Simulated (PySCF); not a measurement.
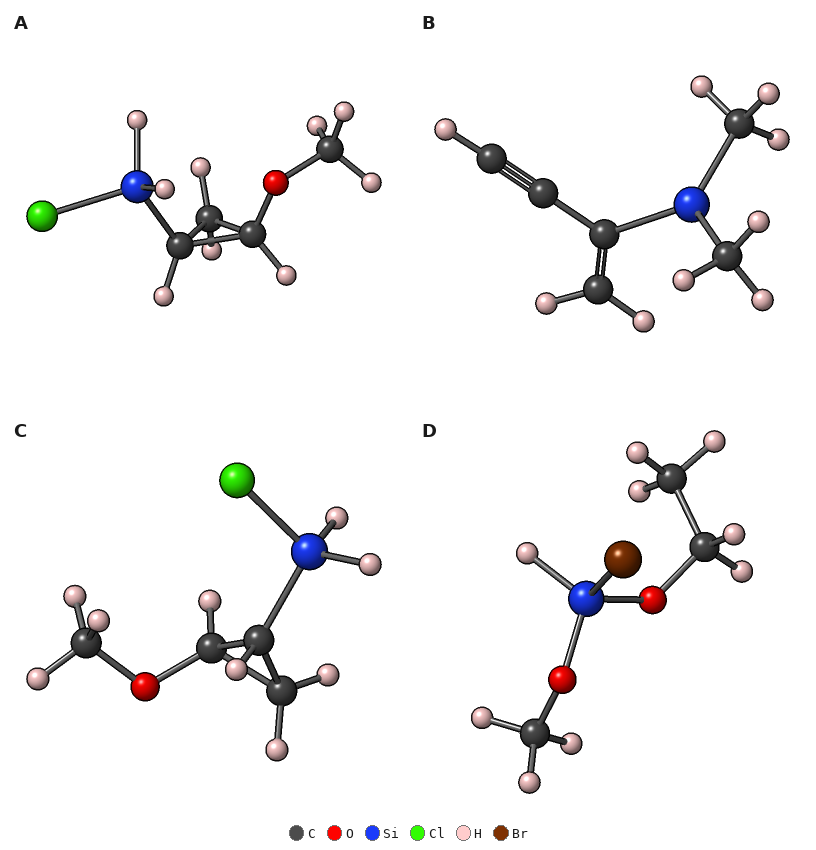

The picture comes from a calculation with PySCF.

### Which panel belongs to which SMILES?
(1) CO[C@@H]1C[C@@H]1[SiH2]Cl
(2) C#CC(=C)[Si+](C)C
(3) CCO[Si@H](Br)OC
(4) CO[C@@H]1C[C@H]1[SiH2]Cl

A is (1), B is (2), C is (4), D is (3).
